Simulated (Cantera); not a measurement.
Input: 1 mol FeS, a varied amount of O2, equilibrated at 800 K and 7.50 Torr.

These are equilibrium values from Cantera (NASA tables, ideal gas, pure condensed phases), not measurements of a reactor. Candidate condensed phases: Fe, FeO, FeS, FeSO4, FeS2, Fe2O3, Fe2(SO4)3, Fe3O4, S; 12 gas species. Gases not in the tables: S3 to S7. Equilibrium is a limit: real reactors are often held back by kinetics, nucleation or transport.

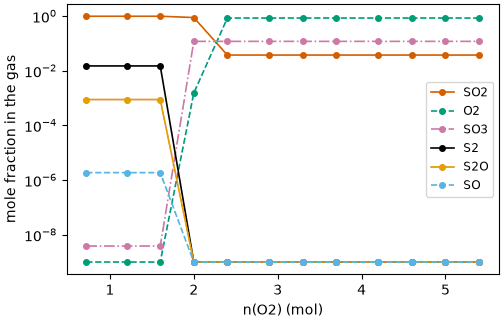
Figure: Equilibrium gas composition (values under 1e-9 drawn at 1e-9)

Problem. Read off the mole fractions at 3.7 mol O2.

Solution. O2 about 0.84, SO3 about 0.12, SO2 about 0.037.
